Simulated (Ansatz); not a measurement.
# Tunnelling from Mg(0001) to Mg(0001): the current at the widest gap

Three vacuum gaps between Mg(0001) and Mg(0001) are known. What current density flows at 0.25 V across 6.5 Å?

How it was computed: Ansatz 0.2.0, plane waves with PAW datasets, r2SCAN; a slab with two metal leads whose outer parts are reservoirs, with density and current solved under bias (Landauer, 300 K). The gap is counted from plane to plane of nuclei, and atoms stay on ideal sites.

The runs, with one result withheld:

```
gap (Å)  drop between the leads' cuts at 0.25 V (V)  current density at 0.25 V (A/m²)
    3.5                                      0.0879                         1.20×10¹⁴
    4.5                                       0.203                         3.61×10¹³
    5.5                                       0.239                         7.89×10¹²
    6.5                                       0.247                                 ?
```

**Estimate by hand.**

Tunnelling falls as exp(−βd). From 3.5 to 4.5 Å, β = ln(1.20×10¹⁴/3.61×10¹³)/1 = 1.20 Å⁻¹, and from 4.5 to 5.5 Å it is 1.52 Å⁻¹; the slope still steepens as the gap leaves contact, so the wider pair is taken. Then 7.89×10¹² × exp(−1.52 × 1). Predicted: 1.72×10¹² A/m².

**The withheld run.**

1.51×10¹² A/m², so the prediction is 14 % too high. The last step has β = 1.66 Å⁻¹, an apparent barrier ħ²β²/8m of 2.6 eV: the decay of this current is still steepening. The conductances at 0 V give β = 1.56 and 1.70 Å⁻¹ for the last two steps.

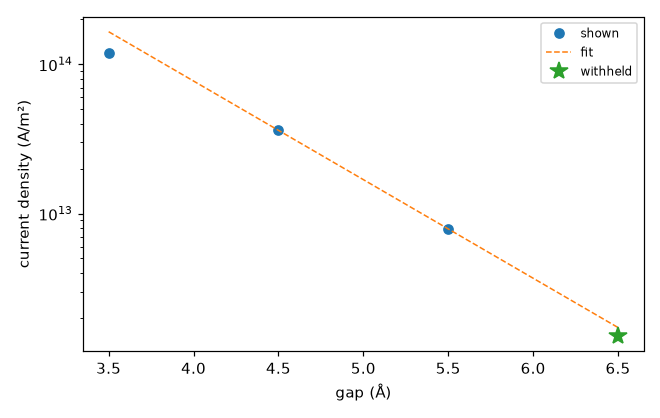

Current density against the gap.

Caveats: On every other k-point the currents of these runs, at any bias, move by up to 7.4 %. A semilocal functional lacks the image potential's tail.

[Logs are printed without paths, hosts, clocks, repeated set-up lines and the standing remarks that a program may print on its own settings, such as how far it seeks lower states.]
